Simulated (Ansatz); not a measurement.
The starting structures come from a database of crystals and need not be the phases stable at ambient conditions.

 Where the default PAW files enter, the runs use the earlier of Ansatz's two default sets.

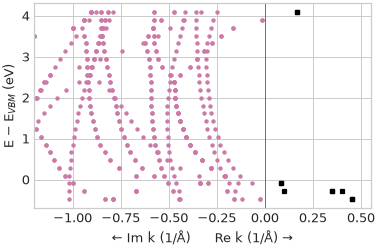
Complex bands at the centre of the two-dimensional zone; PBEsol in Ansatz (a first-principles code)

No gap correction and no spin-orbit coupling; mid-gap values are interpolated between computed energies.

### Question
This is Sr2YTaO6 (I4/m, not sure to be the ambient phase, 10 atoms a cell, 14.1 Å³ an atom) along the normal of (001). Read off the slowest decay at the centre of the two-dimensional zone at 2.00 eV, the computed energy nearest the middle of the gap.

### Answer
κ ≈ 0.29 1/Å, a decay length 1/(2κ) of the density of 1.7 Å.
